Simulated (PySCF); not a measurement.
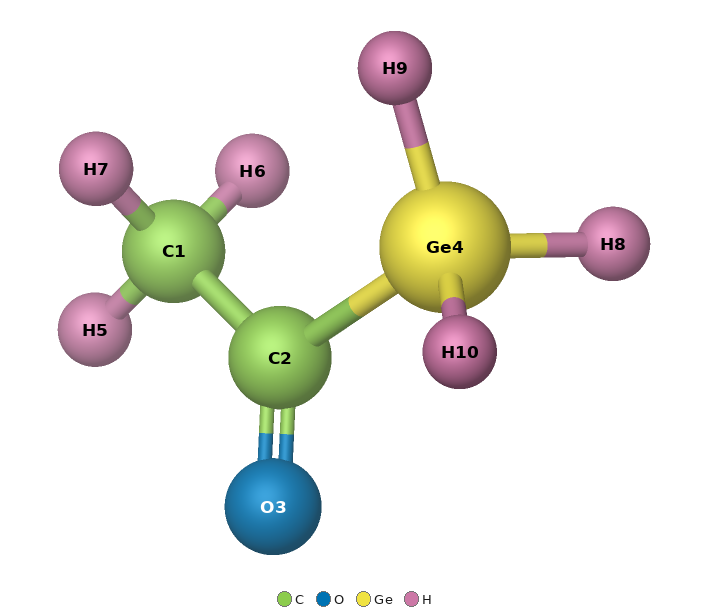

The atoms are numbered. Computed geometry: PBE0-D3(BJ)/def2-SVP optimisation. No frequency run is at hand to confirm it as a minimum.

List the bonds and their lengths.

```tsv
bond	length (Å)
C1–C2	1.505
C1–H5	1.099
C1–H6	1.102
C1–H7	1.102
C2–O3	1.205
C2–Ge4	2.015
Ge4–H8	1.540
Ge4–H9	1.542
Ge4–H10	1.535
```
